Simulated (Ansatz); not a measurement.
```xyz
5

Ga   -3.3622    0.3592    1.7311
N    -1.4398   -0.6735    1.7570
O    -2.1524    0.8611    0.0288
P    -0.9266   -0.0220    0.3805
H    -0.8758   -1.3304    2.2926
```

Geometry: PBE0-D3(BJ)/def2-SVP.

All numbers below come from isolated molecule in a Gaussian basis; Kohn-Sham density functional theory, functional PBE0 in Ansatz 0.2.0.

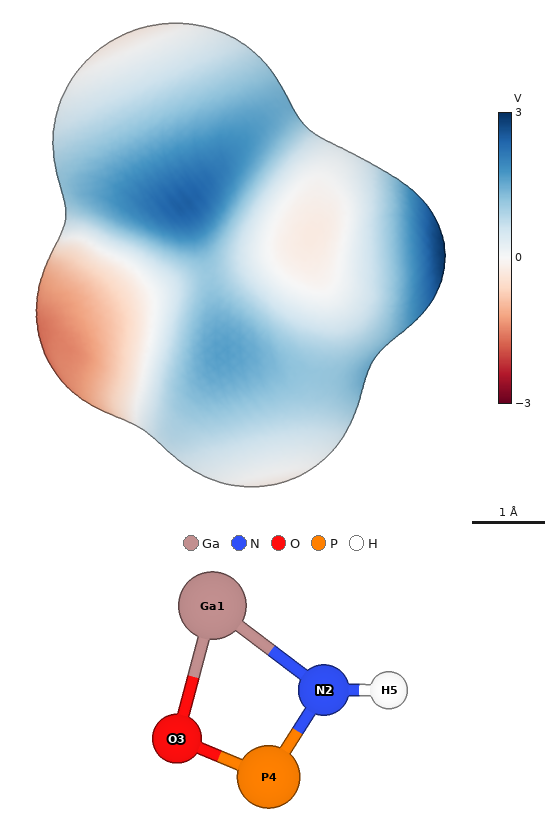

GaHNOP. The electrostatic potential painted on the density surface at 0.004 e/bohr³, seen across its widest extent; red is negative and blue positive. The bare structure is drawn below in the same view.

**Where is the surface potential most negative and most positive?**

The most negative region (about −1.7 V, or −39 kcal/mol for a unit charge) lies over O3, the most positive (about +2.8 V, or +65 kcal/mol for a unit charge) over H5. O3 is the likeliest acceptor of a hydrogen bond.
